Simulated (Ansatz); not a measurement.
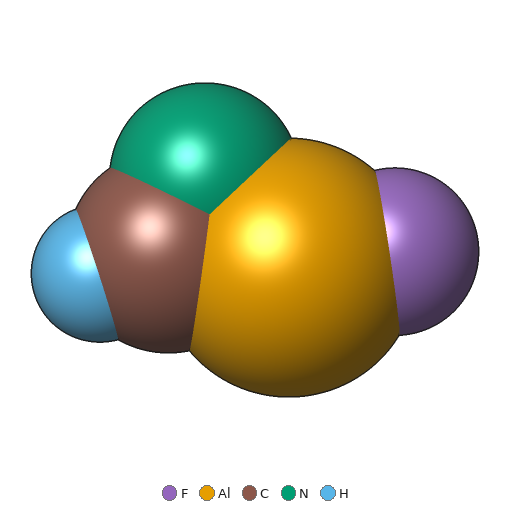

Computed geometry: PBE-D4/def2-SVP optimisation. No frequency run is at hand to confirm it as a minimum.

Give the structural formula.

SMILES: [F][Al]1[CH]=[N]1

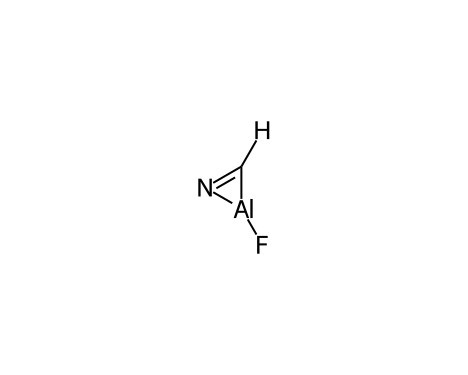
